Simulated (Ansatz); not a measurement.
# BSiH3 (singlet): from Hartree-Fock to the top rungs at distance Si1–B2 = 2.129 Å, cc-pVTZ

How much of the correlation energy of BSiH3 (singlet) does each wave-function method recover here?

Computed with Ansatz 0.2.0, Gaussian basis. Level: cc-pVTZ, core rule «outside noble gas», up to 6 orbitals frozen.

The runs, in order: UHF; CCSD(T) on RHF; CCSD(T) on UHF; BCCD(T) on RHF; CCSDT(Q) on RHF; CCSDT(Q) on UHF; CASSCF and NEVPT2, 2 electrons in 2 orbitals; CASSCF and NEVPT2, 10 electrons in 11 orbitals.

## 1. The system

The geometry derives from a PBE0/def2-TZVP stationary point (not a proven minimum). One bond is set to the value named and the two fragments are kept rigid.

5 atoms, charge 0, spin multiplicity 1.

Atoms are counted from 1 here; the program's logs count them from 0.

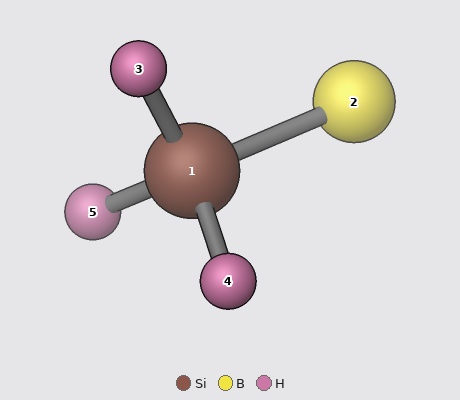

The geometry (silicon brown, boron yellow, hydrogen pink); atoms are numbered from 1 in the order of the file.

## 2. UHF

Contents of in.yaml:

```yaml
crystal:
  periodic: [false, false, false]
  atoms:
    - {symbol: Si, position_ang: [-0.512185, -0.004428, 0.000432]}
    - {symbol: B, position_ang: [1.616305, 0.013972, -0.001364]}
    - {symbol: H, position_ang: [-1.033635, 1.392915, 0.002926]}
    - {symbol: H, position_ang: [-1.014422, -0.711482, 1.213822]}
    - {symbol: H, position_ang: [-1.016501, -0.707925, -1.214162]}
basis:
  gaussian: {orbitals: cc-pVTZ}
magnetization: {spin_polarized: true, initial_magnetization: 0}
hamiltonian: {xc: hf}
output: {orbitals: {seedname: orbitals}}
```

Command:

```sh
ansatz run in.yaml --threads 1 --pin off --events-out ev --progress --plain --max-ram 2560MiB --backend cpu
```

After this run come: CCSD(T) on RHF; CCSD(T) on UHF; BCCD(T) on RHF; CCSDT(Q) on RHF; CCSDT(Q) on UHF; CASSCF and NEVPT2, 2 electrons in 2 orbitals; CASSCF and NEVPT2, 10 electrons in 11 orbitals.

**Question.** What will the summary of the whole plan be? Wanted: RCCSDT(Q) from the RHF energy; RMP2 from RCCSDT(Q); UMP2 from RCCSDT(Q); RCCSD from RCCSDT(Q); RCCSD(T) from RCCSDT(Q); UCCSD(T) from RCCSDT(Q); UCCSDT(Q) from RCCSDT(Q); NEVPT2 pair from RCCSDT(Q); NEVPT2 valence from RCCSDT(Q).

As calculated:

| quantity | value |
| --- | --- |
| RCCSDT(Q) from the RHF energy | -6.7985 eV |
| RMP2 from RCCSDT(Q) | +1542.3 meV |
| UMP2 from RCCSDT(Q) | +1657.6 meV |
| RCCSD from RCCSDT(Q) | +260.8 meV |
| RCCSD(T) from RCCSDT(Q) | +48.1 meV |
| UCCSD(T) from RCCSDT(Q) | +56.2 meV |
| UCCSDT(Q) from RCCSDT(Q) | +0.2 meV |
| NEVPT2 pair from RCCSDT(Q) | +1495.4 meV |
| NEVPT2 valence from RCCSDT(Q) | +1251.7 meV |
| levels within 1 kcal/mol (43 meV) | RCCSDT, UCCSDT, UCCSDT(Q) |
| T1 diagnostic | 0.017 |
| effectively unpaired electrons | 0.15 |

In words: RCCSD(T) lands +48.1 meV from the yardstick (0.7 % of the correlation energy). One determinant dominates. Of the multireference levels listed NEVPT2 valence comes nearest in total energy (+1251.7 meV), which doesn't show that its space is the better one. These misses are within one basis, not against nature.
